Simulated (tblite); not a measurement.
Geometry relaxation of GeSi2H7O3 (part 1 of 2)

- system: GeSi2H7O3, multiplicity 2
- method: GFN2-xTB geometry optimisation, gas phase (tblite 0.8.0)

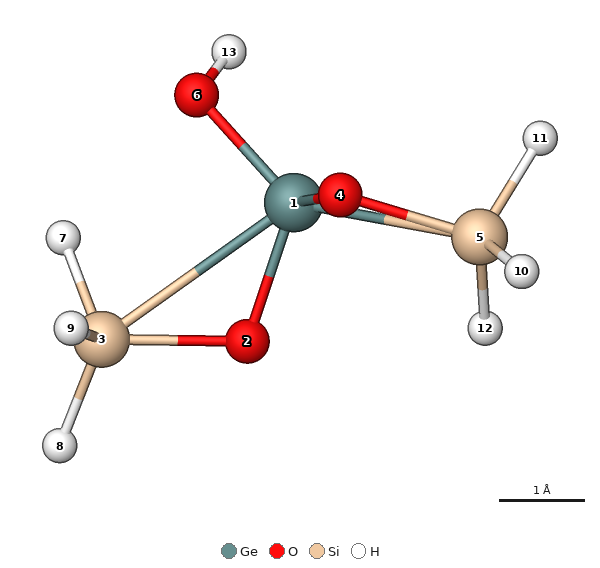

The structure as given in the input (ball-and-stick view, seen at a tilt; atoms are numbered from 1 in the order of the input). Sticks mark near contacts. Bond lengths as drawn: Ge–O 1.77 to 1.79 Å, Ge–Si 2.79 to 2.80 Å, H–O 0.99 Å, H–Si 1.45 to 1.49 Å and O–Si 1.72 to 1.73 Å.

Input
```
{"job": {"kind": "relax", "xc": "GFN2-xTB", "basis": "xTB"}, "charge": 0, "multiplicity": 2}
Ge    -0.043609    -0.229550     0.622385
O      0.699625    -0.819913    -0.872751
Si     2.261363    -0.093425    -0.967278
O     -1.197221     1.090929     0.264352
Si    -2.683248     0.309401    -0.113173
O      1.109933     0.170401     1.899778
H      2.882419    -0.221494     0.359010
H      2.996560    -0.742190    -2.046002
H      2.044424     1.352238    -1.263857
H     -3.610941     1.160025    -0.841129
H     -3.191858    -0.152425     1.208129
H     -2.298048    -0.920564    -0.858058
H      1.010722    -0.497546     2.622302
```

The first line tells a small driver script what to run in tblite; the rest is the geometry in Å.

Run on 1 CPU thread, shared host.

Command:
```bash
OMP_NUM_THREADS=1 python <driver script> task.json out
```

The program's output
```
step      E/eV     max force
  0    -578.78374    2.565
  1    -579.00778    1.603
  2    -579.15101    1.340
  3    -579.20299    0.839
  4    -579.29867    0.590
  5    -579.34462    0.688
  6    -579.49164    1.155
  7    -579.58487    1.080
  8    -579.69244    0.592
  9    -579.74665    0.662
 10    -579.80165    0.689
 11    -579.88662    0.857
 12    -579.96705    0.660
 13    -580.01244    1.190
 14    -580.04142    1.132
 15    -580.08713    0.519
 16    -580.12030    0.336
 17    -580.14789    0.341
 18    -580.16563    0.369
 19    -580.18816    0.435
 20    -580.20599    0.342
 21    -580.21318    0.193
 22    -580.21694    0.181
 23    -580.22025    0.160
 24    -580.22343    0.170
 25    -580.22579    0.134
 26    -580.22740    0.136
 27    -580.22882    0.107
 28    -580.23016    0.108
 29    -580.23129    0.096
 30    -580.23212    0.109
 31    -580.23290    0.108
 32    -580.23388    0.103
 33    -580.23507    0.108
 34    -580.23633    0.117
 35    -580.23747    0.105
 36    -580.23845    0.080
 37    -580.23929    0.077
 38    -580.24008    0.099
 39    -580.24102    0.158
 40    -580.24232    0.124
 41    -580.24378    0.262
 42    -580.24604    0.122
 43    -580.24767    0.115
 44    -580.24828    0.081
 45    -580.24916    0.128
 46    -580.25075    0.140
 47    -580.25473    0.202
 48    -580.25512    0.379
 49    -580.25725    0.161
 50    -580.25782    0.097
 51    -580.25848    0.090
 52    -580.26193    0.135
 53    -580.26432    0.150
 54    -580.26691    0.120
 55    -580.26798    0.132
 56    -580.26850    0.122
 57    -580.26919    0.087
 58    -580.27038    0.138
 59    -580.27180    0.143
 60    -580.27315    0.077
 61    -580.27383    0.064
 62    -580.27422    0.060
 63    -580.27461    0.056
 64    -580.27534    0.087
 65    -580.27661    0.119
 66    -580.27826    0.135
 67    -580.27950    0.071
 68    -580.28007    0.060
 69    -580.28039    0.053
 70    -580.28068    0.061
 71    -580.28125    0.072
 72    -580.28208    0.069
 73    -580.28292    0.061
 74    -580.28350    0.049
 75    -580.28379    0.043
 76    -580.28392    0.036
 77    -580.28403    0.036
 78    -580.28417    0.030
 79    -580.28437    0.041
 80    -580.28468    0.053
 81    -580.28514    0.055
 82    -580.28569    0.057
 83    -580.28619    0.059
 84    -580.28661    0.050
 85    -580.28702    0.068
 86    -580.28761    0.081
 87    -580.28837    0.183
 88    -580.28950    0.108
 89    -580.29079    0.091
 90    -580.29179    0.064
 91    -580.29233    0.065
 92    -580.29289    0.057
 93    -580.29307    0.148
 94    -580.29365    0.080
 95    -580.29406    0.088
 96    -580.29491    0.114
 97    -580.29535    0.075
 98    -580.29561    0.062
 99    -580.29591    0.035
100    -580.29616    0.029
101    -580.29645    0.040
102    -580.29682    0.055
103    -580.29734    0.057
104    -580.29791    0.047
105    -580.29838    0.048
106    -580.29866    0.050
107    -580.29889    0.045
108    -580.29921    0.068
109    -580.29966    0.062
110    -580.30010    0.059
111    -580.30034    0.041
112    -580.30051    0.030
113    -580.30062    0.026
114    -580.30079    0.026
115    -580.30096    0.033
116    -580.30110    0.026
117    -580.30119    0.023
118    -580.30125    0.028
119    -580.30132    0.023
120    -580.30138    0.020
121    -580.30143    0.018
122    -580.30147    0.019
123    -580.30150    0.020
124    -580.30155    0.020
125    -580.30163    0.029
126    -580.30173    0.033
127    -580.30187    0.030
128    -580.30209    0.042
129    -580.30244    0.063
130    -580.30291    0.072
131    -580.30336    0.055
132    -580.30370    0.047
133    -580.30393    0.056
134    -580.30414    0.045
135    -580.30467    0.039
136    -580.30535    0.069
137    -580.30654    0.114
138    -580.30762    0.109
139    -580.30889    0.103
140    -580.30967    0.083
141    -580.31061    0.090
142    -580.31133    0.072
143    -580.31158    0.191
144    -580.31251    0.089
145    -580.31291    0.064
146    -580.31358    0.068
147    -580.31389    0.055
148    -580.31417    0.039
149    -580.31430    0.038
150    -580.31449    0.035
151    -580.31468    0.042
152    -580.31493    0.044
153    -580.31514    0.042
154    -580.31534    0.040
155    -580.31549    0.040
156    -580.31560    0.032
157    -580.31571    0.030
158    -580.31581    0.031
159    -580.31589    0.034
160    -580.31593    0.037
161    -580.31601    0.020
162    -580.31607    0.026
163    -580.31612    0.028
164    -580.31617    0.025
165    -580.31622    0.018
166    -580.31628    0.021
167    -580.31635    0.023
168    -580.31635    0.056
169    -580.31646    0.025
170    -580.31650    0.018
171    -580.31664    0.032
172    -580.31670    0.019
173    -580.31681    0.024
174    -580.31688    0.015
175    -580.31694    0.019
176    -580.31698    0.034
177    -580.31702    0.030
178    -580.31708    0.023
179    -580.31718    0.043
180    -580.31730    0.037
181    -580.31742    0.041
182    -580.31757    0.049
183    -580.31761    0.086
184    -580.31786    0.037
185    -580.31798    0.035
186    -580.31814    0.034
187    -580.31824    0.035
188    -580.31838    0.064
189    -580.31857    0.076
190    -580.31870    0.070
191    -580.31888    0.046
192    -580.31936    0.041
193    -580.32006    0.083
194    -580.32093    0.103
195    -580.32179    0.129
196    -580.32314    0.133
197    -580.32437    0.092
198    -580.32598    0.115
199    -580.32655    0.110
200    -580.32746    0.121
201    -580.32746    0.121
202    -580.32725    0.648
203    -580.33384    0.183
204    -580.33442    0.133
205    -580.33680    0.063
206    -580.33656    0.261
207    -580.33865    0.150
208    -580.33825    0.238
209    -580.34134    0.107
210    -580.34204    0.122
211    -580.34029    0.311
212    -580.34415    0.081
213    -580.34401    0.167
214    -580.34571    0.058
215    -580.34604    0.075
216    -580.34737    0.125
217    -580.34731    0.114
218    -580.34830    0.070
219    -580.34851    0.095
220    -580.34928    0.084
221    -580.34940    0.094
222    -580.34996    0.065
223    -580.34997    0.072
224    -580.35050    0.074
225    -580.35064    0.070
226    -580.35094    0.035
227    -580.35110    0.048
228    -580.35137    0.031
229    -580.35153    0.048
230    -580.35165    0.095
231    -580.35186    0.052
232    -580.35206    0.039
233    -580.35191    0.075
234    -580.35228    0.035
235    -580.35237    0.046
236    -580.35253    0.027
237    -580.35257    0.024
238    -580.35262    0.011
239    -580.35265    0.011
240    -580.35267    0.009
241    -580.35269    0.012
242    -580.35274    0.009
243    -580.35278    0.017
244    -580.35282    0.012
245    -580.35284    0.008
246    -580.35285    0.007
```

Trajectory as extended XYZ (Å, eV, eV/Å), 26 frames, from step=0 to step=246
```
13
Properties=species:S:1:pos:R:3:forces:R:3 step=0 energy=-578.78374
Ge   -0.0436   -0.2296    0.6224   -1.2540  -1.4330   0.6630
O     0.6996   -0.8199   -0.8728    2.2980   1.0690  -0.3970
Si    2.2614   -0.0934   -0.9673   -1.0020   0.0670  -0.2730
O    -1.1972    1.0909    0.2644   -1.5570  -0.3050  -0.6100
Si   -2.6832    0.3094   -0.1132    0.9410  -0.0220   0.4430
O     1.1099    0.1704    1.8998    0.3170  -0.5220   1.4440
H     2.8824   -0.2215    0.3590    0.2100  -0.1020  -0.3900
H     2.9966   -0.7422   -2.0460   -0.2420  -0.1880   0.0670
H     2.0444    1.3522   -1.2639    0.0900  -0.4070   0.0440
H    -3.6109    1.1600   -0.8411    0.2920   0.2380   0.0540
H    -3.1919   -0.1524    1.2081   -0.0280   0.2080  -0.3230
H    -2.2980   -0.9206   -0.8581   -0.3530   0.3260  -0.0020
H     1.0107   -0.4975    2.6223    0.2870   1.0710  -0.7200
13
Properties=species:S:1:pos:R:3:forces:R:3 step=10 energy=-579.80165
Ge   -0.0965   -0.6231    0.7438    0.0910  -0.0110   0.2400
O     0.9362   -0.5709   -0.6839   -0.3110  -0.2830  -0.1800
Si    2.3758    0.0495   -1.0368    0.6880   0.0420   0.0260
O    -1.2808    0.6749    0.2502   -0.0900  -0.0610   0.1580
Si   -2.8032    0.2567   -0.1432   -0.1440  -0.1110  -0.0450
O     0.8786    0.1367    2.0263    0.0910   0.2810   0.1420
H     3.2485   -0.2356    0.1436   -0.0530   0.3370  -0.3630
H     2.8336   -0.8906   -2.0995   -0.1540   0.4100   0.1130
H     2.1573    1.4949   -1.3513    0.2500  -0.5660   0.0690
H    -3.4308    1.4142   -0.8231    0.3060  -0.2720   0.2470
H    -3.4077   -0.1136    1.1655   -0.1480   0.0750  -0.3920
H    -2.6369   -0.9378   -1.0147   -0.3960   0.2430   0.0890
H     1.2059   -0.2494    2.8369   -0.1270  -0.0830  -0.1030
13
Properties=species:S:1:pos:R:3:forces:R:3 step=20 energy=-580.20599
Ge    0.0468   -0.7909    0.9316   -0.0100   0.0540  -0.2090
O     1.1253   -0.4433   -0.4793    0.0880   0.0200   0.1190
Si    2.5395    0.0348   -1.0972    0.1690  -0.0300   0.0690
O    -1.4034    0.1185    0.3778   -0.0520  -0.0910   0.0360
Si   -2.9315    0.1597   -0.1465   -0.0660  -0.0280  -0.0590
O     0.6257    0.2554    2.2671   -0.0280   0.0420   0.0540
H     3.6659   -0.0652   -0.1277   -0.2530  -0.1270  -0.1920
H     2.6976   -0.8544   -2.2584    0.0740   0.0980   0.1310
H     2.4214    1.4563   -1.4321   -0.0770  -0.0110  -0.0520
H    -3.0540    1.5117   -0.6889    0.0670   0.0690  -0.0060
H    -3.8353   -0.0572    0.9832   -0.0160  -0.0290   0.0740
H    -3.2073   -0.8449   -1.1864    0.1030   0.0210   0.0620
H     1.2894   -0.0746    2.8704    0.0000   0.0120  -0.0260
13
Properties=species:S:1:pos:R:3:forces:R:3 step=30 energy=-580.23212
Ge    0.0496   -0.7852    0.9256    0.0360  -0.0710  -0.0750
O     1.1684   -0.4044   -0.4310   -0.0230   0.0580   0.0220
Si    2.5658    0.0493   -1.1058   -0.0360  -0.0370   0.0140
O    -1.4373    0.0414    0.3969    0.0050   0.0390   0.0100
Si   -2.9582    0.1619   -0.1446    0.0390  -0.0340   0.0170
O     0.5736    0.2588    2.2895   -0.0310   0.0110   0.0520
H     3.6802   -0.1213   -0.1631   -0.0130   0.0070  -0.0050
H     2.7303   -0.8361   -2.2587    0.0140  -0.0080  -0.0170
H     2.4031    1.4580   -1.4718    0.0070  -0.0120   0.0090
H    -2.9968    1.5298   -0.6672   -0.0010  -0.0160   0.0140
H    -3.8708   -0.0585    0.9805   -0.0020   0.0200   0.0090
H    -3.2134   -0.8397   -1.1859    0.0190   0.0130  -0.0150
H     1.2856   -0.0481    2.8494   -0.0130   0.0300  -0.0340
13
Properties=species:S:1:pos:R:3:forces:R:3 step=40 energy=-580.24232
Ge    0.0623   -0.8265    0.9195   -0.0250  -0.0270  -0.1130
O     1.1764   -0.2862   -0.3973   -0.0400  -0.0140   0.0530
Si    2.5785    0.0424   -1.1189   -0.0580   0.0580  -0.0470
O    -1.4386   -0.0139    0.4167   -0.0060   0.0020  -0.0020
Si   -2.9479    0.1512   -0.1354   -0.0400   0.0310   0.0290
O     0.4764    0.1968    2.3224   -0.0150   0.0550   0.1100
H     3.6973   -0.1460   -0.1942    0.0720  -0.0030   0.0660
H     2.7294   -0.8513   -2.2665   -0.0290  -0.0370  -0.0190
H     2.4184    1.4486   -1.4955    0.0510   0.0070  -0.0300
H    -2.9590    1.5331   -0.6348    0.0050  -0.0790   0.0170
H    -3.8857   -0.0469    0.9794    0.0590  -0.0070  -0.0620
H    -3.2033   -0.8277   -1.2003   -0.0010   0.0300   0.0180
H     1.2758    0.0323    2.8185    0.0270  -0.0150  -0.0200
13
Properties=species:S:1:pos:R:3:forces:R:3 step=50 energy=-580.25782
Ge    0.0804   -0.8455    0.9063   -0.0060   0.0210  -0.0150
O     1.2090   -0.1120   -0.3202    0.0180   0.0510   0.0810
Si    2.5901    0.0645   -1.1341   -0.0130  -0.0260   0.0290
O    -1.4508   -0.1066    0.4274   -0.0020   0.0280  -0.0290
Si   -2.9457    0.1372   -0.1329   -0.0090  -0.0050  -0.0120
O     0.3562    0.0638    2.4315    0.0370  -0.0180  -0.0320
H     3.7298   -0.1613   -0.2360    0.0190   0.0040   0.0050
H     2.6262   -0.9029   -2.2318   -0.0120   0.0060  -0.0200
H     2.5329    1.4583   -1.5833   -0.0190  -0.0320  -0.0030
H    -2.9042    1.5249   -0.6020   -0.0120  -0.0020  -0.0030
H    -3.8831   -0.0627    0.9739   -0.0130  -0.0160  -0.0130
H    -3.2152   -0.7967   -1.2321   -0.0180  -0.0030   0.0040
H     1.2544    0.1449    2.7469    0.0310  -0.0060   0.0080
13
Properties=species:S:1:pos:R:3:forces:R:3 step=60 energy=-580.27315
Ge    0.0887   -0.8215    0.8808    0.0070   0.0430   0.0320
O     1.2703    0.0552   -0.1878    0.0580  -0.0350  -0.0020
Si    2.5938    0.0744   -1.1128   -0.0520   0.0170   0.0530
O    -1.4326   -0.0606    0.3691   -0.0120   0.0330  -0.0110
Si   -2.9499    0.1311   -0.1518   -0.0010   0.0040   0.0100
O     0.3598   -0.0629    2.4903    0.0390  -0.0200  -0.0140
H     3.7571   -0.1842   -0.2525    0.0100   0.0020  -0.0600
H     2.4847   -0.9425   -2.1614    0.0250  -0.0010  -0.0050
H     2.5792    1.4369   -1.6500    0.0070  -0.0200   0.0150
H    -2.9508    1.5222   -0.6128   -0.0170  -0.0060   0.0070
H    -3.8626   -0.1129    0.9659   -0.0140   0.0020   0.0010
H    -3.2245   -0.8010   -1.2508    0.0090  -0.0130  -0.0110
H     1.2671    0.1718    2.6876   -0.0570  -0.0050  -0.0150
13
Properties=species:S:1:pos:R:3:forces:R:3 step=70 energy=-580.28068
Ge    0.0665   -0.7966    0.8825    0.0140   0.0080   0.0040
O     1.3218    0.0423   -0.1248    0.0350  -0.0290   0.0010
Si    2.6016    0.0701   -1.1096   -0.0150   0.0050   0.0300
O    -1.4240    0.0358    0.3336   -0.0100   0.0030   0.0130
Si   -2.9605    0.1354   -0.1598    0.0060   0.0040   0.0160
O     0.3608   -0.1002    2.5142    0.0160   0.0020  -0.0100
H     3.8084   -0.1917   -0.3158    0.0050   0.0080   0.0100
H     2.4701   -0.9589   -2.1438   -0.0190   0.0260  -0.0310
H     2.5670    1.4369   -1.6340    0.0000  -0.0330  -0.0140
H    -3.0294    1.5238   -0.6200   -0.0060   0.0080  -0.0150
H    -3.8669   -0.1319    0.9590    0.0190  -0.0130   0.0090
H    -3.2025   -0.8226   -1.2454    0.0130   0.0080  -0.0020
H     1.2672    0.1633    2.6775   -0.0610   0.0030  -0.0100
13
Properties=species:S:1:pos:R:3:forces:R:3 step=80 energy=-580.28468
Ge    0.0555   -0.7930    0.8777    0.0300   0.0240  -0.0030
O     1.3696    0.0220   -0.0727    0.0040  -0.0060  -0.0070
Si    2.6089    0.0650   -1.1097   -0.0200  -0.0050   0.0490
O    -1.4110    0.0935    0.3262   -0.0020  -0.0060  -0.0230
Si   -2.9529    0.1438   -0.1580    0.0070  -0.0100  -0.0010
O     0.3350   -0.1350    2.5242   -0.0170  -0.0100   0.0020
H     3.8297   -0.1984   -0.3368   -0.0090   0.0010  -0.0340
H     2.4311   -0.9477   -2.1527    0.0060  -0.0030  -0.0160
H     2.5686    1.4250   -1.6502   -0.0110  -0.0100   0.0150
H    -3.0765    1.5247   -0.6302    0.0140   0.0060   0.0110
H    -3.8359   -0.1592    0.9698    0.0000   0.0010   0.0030
H    -3.1666   -0.8210   -1.2438    0.0010   0.0010  -0.0030
H     1.2245    0.1862    2.6700   -0.0030   0.0170   0.0070
13
Properties=species:S:1:pos:R:3:forces:R:3 step=90 energy=-580.29179
Ge    0.0925   -0.8231    0.8987   -0.0030   0.0110  -0.0040
O     1.4402   -0.0039    0.0010    0.0350  -0.0120   0.0030
Si    2.6034    0.0538   -1.1231   -0.0450   0.0020   0.0450
O    -1.3505    0.0472    0.2481   -0.0370  -0.0160  -0.0010
Si   -2.9113    0.1324   -0.1624    0.0110   0.0170  -0.0090
O     0.2595   -0.1593    2.5594    0.0380   0.0310   0.0000
H     3.8690   -0.2328   -0.4360   -0.0310  -0.0060  -0.0330
H     2.3465   -0.9217   -2.1863    0.0120  -0.0090   0.0150
H     2.5348    1.4230   -1.6355   -0.0030   0.0160   0.0190
H    -3.0215    1.5354   -0.5704    0.0110   0.0120  -0.0040
H    -3.7812   -0.1802    0.9748    0.0410  -0.0160  -0.0060
H    -3.1746   -0.7839   -1.2784    0.0050  -0.0060   0.0130
H     1.0733    0.3191    2.7239   -0.0350  -0.0240  -0.0370
```
